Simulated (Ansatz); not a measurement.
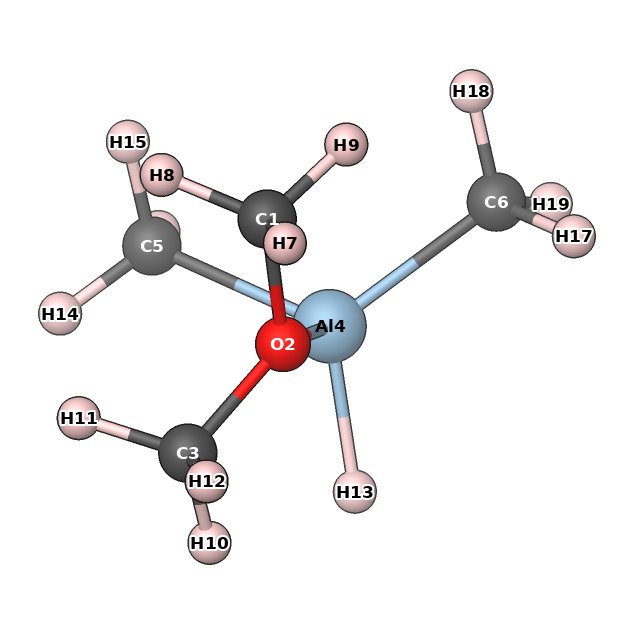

Al4 lies behind O2. The molecule seen a little off the O2–Al4 bond, O2 in front. Distant atoms are faded towards the background colour. Computed geometry: PBE0-D4/def2-TZVP optimisation. No frequency run is at hand to confirm it as a minimum.

### What is the torsion angle C1–O2–Al4–C5? The sign is positive where the front bond must turn clockwise to cover the back bond.

−69°, synclinal (gauche).
